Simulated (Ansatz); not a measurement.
Band structure of AlN (P6_3mc, 4 atoms in the cell).

```yaml
crystal:
  lattice:
    - [3.13485, 0.00000, 0.00000]
    - [-1.56742, 2.71486, 0.00000]
    - [0.00000, 0.00000, 5.02699]
  atoms:
    - { symbol: Al, position: [0.66667, 0.33333, 0.49929] }
    - { symbol: Al, position: [0.33333, 0.66667, 0.99929] }
    - { symbol: N, position: [0.66667, 0.33333, 0.88071] }
    - { symbol: N, position: [0.33333, 0.66667, 0.38071] }
```

Level of theory: PBE, PAW files (plane waves; Ansatz, a quantum-chemistry and plane-wave program).

Settings: kpoints.mp_grid.grid = 12 12 7; hamiltonian.xc = pbe; hamiltonian.pseudopotentials = {kind: paw} (the program's default PAW files); scf.occupations.method = fixed; kpoints.band_path.npoints = 8.

The starting cell comes from a database of computed structures (which also holds hypothetical and non-ambient phases and stackings), without a prior relaxation at this level. Its lattice was rescaled by a random factor within 2.5 % of one.

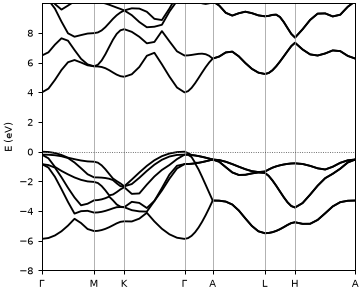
Figure: Bands along the path, energies from the top of the valence band on the path.

### Question
Read off roughly the gap and where its edges lie.

### Answer
The gap along the path is about 4.0 eV (computed: 4.00 eV), direct at Γ to within 0.01 eV.

Levels in eV from the top of the valence band on the path, bands 5 to 11:
```tsv
point	5	6	7	8	9	10	11
Γ	-0.83	-0.20	-0.20	0.00	4.00	6.48	10.42
M	-3.27	-2.04	-1.73	-0.67	5.75	5.75	7.99
K	-3.74	-2.39	-2.33	-2.33	5.05	8.25	9.52
A	-0.53	-0.53	-0.53	-0.53	6.27	6.27	10.14
L	-1.43	-1.43	-1.34	-1.34	5.24	5.24	9.12
H	-3.76	-3.76	-0.78	-0.78	7.34	7.34	7.69
```

Keys are those of Ansatz 0.2.
